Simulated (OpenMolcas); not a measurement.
# doublet [NF3]+ at 5 levels

Aim: a comparison of 5 runs (UHF/3-21G, UB3LYP/6-31G*, UBHLYP/cc-pVTZ, UBLYP/cc-pVTZ, UM06-2X/cc-pVTZ) of doublet [NF3]+. 

Program for the calculation: OpenMolcas 26.06.

## (1) The molecule

[NF3]+ has 4 atoms, charge +1, and is taken as a doublet. As SMILES of the parent species, `FN(F)F`. Geometry: relaxed at PBE0-D4/def2-TZVP. That shape belongs to the parent species and isn't relaxed for this state.

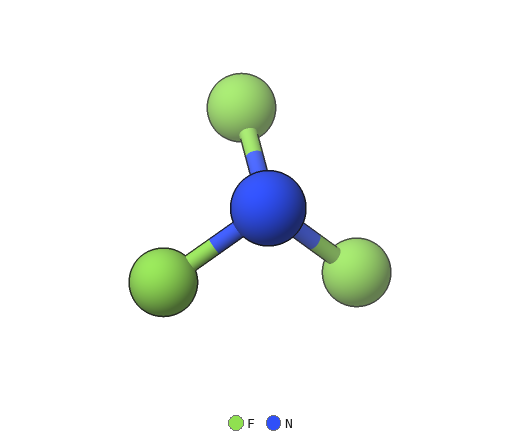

The structure, seen from a chosen angle (fluorine green, nitrogen blue).

## (2) A single-point energy at UHF/3-21G (run 1)

Input file geom.xyz:

```xyz
4

F      0.614010     0.000340     1.066930
N      0.353420    -0.074150    -0.266250
F     -0.636280    -1.006490    -0.312240
F     -0.331150     1.080310    -0.488440
```

Input file calc.input:

```
* F3N Hartree-Fock
&GATEWAY
BasLib
$CurrDir
Coord
geom.xyz
Basis
3-21G
Group
NoSym
&SEWARD
&SCF
UHF
Charge
1
Spin
2
Thresholds
1e-10 1e-07 1e-07 1e-05
PrOrbitals
1 2
```

The basis set 3-21G is read from a file made from the Basis Set Exchange's data (not shown).

Started as:

```bash
$ export MOLCAS_MEM=1860
$ pymolcas calc.input > calc.log
```

Log:

```text
--- Start Module: gateway ---
[...]
--- Stop Module: gateway /rc=_RC_ALL_IS_WELL_ ---
--- Start Module: seward ---
[...]
      Basis functions           36
--- Stop Module: seward /rc=_RC_ALL_IS_WELL_ ---
[...]
--- Start Module: scf ---
[...]
       Convergence after  25 Iterations
[...]
::    Total SCF energy                               -350.1448588282
[...]
      Total spin, S                                     0.5160278775
[...]
      Total electronic charge=   33.000000
      Total            charge=    1.000000
[...]
      Dipole Moment (debye):
      Origin of the operator (angstrom)=   -0.0249    0.0052    0.0187
                   X=  1.2925E+00               Y= -2.7122E-01               Z= -9.7369E-01           Total=  1.6408E+00
      Center of Charge (angstrom)
[...]
--- Stop Module: scf /rc=_RC_ALL_IS_WELL_ ---
[...]
```

Run time: 3.3 s. Hardware: 1 thread of Intel Xeon Platinum 8259CL at 2.50GHz (Skylake/Cascade Lake), shared host; peak memory 0.37 GiB.

## (3) The energy at UB3LYP/6-31G(d) (Cartesian functions) (run 2)

Input file mol.input:

```
&GATEWAY
  BASLIB=$CurrDir
  COORD
  4
  angstrom
  F        0.614010       0.000340       1.066930
  N        0.353420      -0.074150      -0.266250
  F       -0.636280      -1.006490      -0.312240
  F       -0.331150       1.080310      -0.488440
  BASIS=6-31Gs
  GROUP=NoSym

&SEWARD
  GRIDINPUT
  Grid=UltraFine
  End of Grid

&SCF
  UHF
  CHARGE=1
  SPIN=2
  KSDFT=B3LYP
  THRESHOLDS=1e-10 1e-07 1e-07 1e-05
  PRORBITALS=1 2
```

The basis set 6-31G* is read from a file made from the Basis Set Exchange's data (not shown).

Started as:

```bash
$ export MOLCAS_MEM=1860
$ pymolcas mol.input > mol.log
```

Log:

```text
--- Start Module: gateway ---
[...]
--- Stop Module: gateway /rc=_RC_ALL_IS_WELL_ ---
--- Start Module: seward ---
[...]
      Basis functions           60
--- Stop Module: seward /rc=_RC_ALL_IS_WELL_ ---
[...]
--- Start Module: scf ---
[...]
       Convergence after  19 Iterations
[...]
::    Total KS-DFT energy                            -353.5924468482
[...]
      Total spin, S                                     0.5034706574
[...]
      Total electronic charge=   33.000000
      Total            charge=    1.000000
[...]
      Dipole Moment (debye):
      Origin of the operator (angstrom)=   -0.0249    0.0052    0.0187
                   X=  7.3651E-01               Y= -1.5447E-01               Z= -5.5483E-01           Total=  9.3496E-01
      Center of Charge (angstrom)
[...]
--- Stop Module: scf /rc=_RC_ALL_IS_WELL_ ---
[...]
```

Wall time 24 s (1 thread of Intel Xeon Platinum 8259CL at 2.50GHz (Skylake/Cascade Lake), shared host); peak memory 0.4 GiB.

Runs 3 to 4 aren't shown in full; the table further down has their settings and results.

## (4) The energy at UM06-2X/cc-pVTZ (run 5)

Input file job.input:

```
&GATEWAY
  BasLib
  $CurrDir
  Coord
  4
  angstrom
  F        0.614010       0.000340       1.066930
  N        0.353420      -0.074150      -0.266250
  F       -0.636280      -1.006490      -0.312240
  F       -0.331150       1.080310      -0.488440
  Basis
  cc-pVTZ
  Group
  NoSym

&SEWARD
  GridInput
  Grid=UltraFine
  End of Grid

&SCF
  UHF
  Charge
  1
  Spin
  2
  KSDFT
  M062X
  Thresholds
  1e-10 1e-07 1e-07 1e-05
  PrOrbitals
  1 1
```

The basis set cc-pVTZ is read from a file made from the Basis Set Exchange's data (not shown).

Started as:

```bash
$ export MOLCAS_MEM=1860
$ pymolcas job.input > job.log
```

Log:

```text
--- Start Module: gateway ---
[...]
--- Stop Module: gateway /rc=_RC_ALL_IS_WELL_ ---
--- Start Module: seward ---
[...]
      Basis functions          120
--- Stop Module: seward /rc=_RC_ALL_IS_WELL_ ---
[...]
--- Start Module: scf ---
[...]
       Convergence after  21 Iterations
[...]
::    Total KS-DFT energy                            -353.5985073265
[...]
      Total spin, S                                     0.5050420883
[...]
      Total electronic charge=   33.000000
      Total            charge=    1.000000
[...]
      Dipole Moment (debye):
      Origin of the operator (angstrom)=   -0.0249    0.0052    0.0187
                   X=  8.9734E-01               Y= -1.8821E-01               Z= -6.7597E-01           Total=  1.1391E+00
      Center of Charge (angstrom)
[...]
--- Stop Module: scf /rc=_RC_ALL_IS_WELL_ ---
[...]
```

Run time: 2 min. Hardware: 1 thread of Intel Xeon Platinum 8259CL at 2.50GHz (Skylake/Cascade Lake), shared host; peak memory 0.76 GiB.

## (5) All runs side by side

| run | level | Cartesian functions | integration grid | energy (Eh) | HOMO energy (eV) | LUMO energy (eV) | ⟨S²⟩ | wall time |
| --- | --- | --- | --- | --- | --- | --- | --- | --- |
| 1 | UHF/3-21G | no | – | -350.144859 | -27.18 | -11.44 | 0.782 | 3.3 s |
| 2 | UB3LYP/6-31G* (Cartesian functions) | yes | UltraFine | -353.592447 | -20.58 | -16.61 | 0.757 | 24 s |
| 3 | UBHLYP/cc-pVTZ | no | UltraFine | -353.567242 | -23.44 | -15.18 | 0.768 | 92 s |
| 4 | UBLYP/cc-pVTZ | no | UltraFine | -353.741769 | -18.79 | -17.36 | 0.753 | 80 s |
| 5 | UM06-2X/cc-pVTZ | no | UltraFine | -353.598507 | -23.12 | -15.57 | 0.760 | 2 min |

## (6) Summary of results

| quantity | value |
| --- | --- |
| run 5: total energy | -353.59851 Eh |
| run 5: HOMO energy (highest over α and β) | -23.12 eV |
| run 5: LUMO energy (lowest over α and β) | -15.57 eV |
| run 5: ⟨S²⟩ | 0.760 |

**Reading.** Totals of different functionals can't be ranked against each other. All runs together took 5.3 min, the longest 2 min.
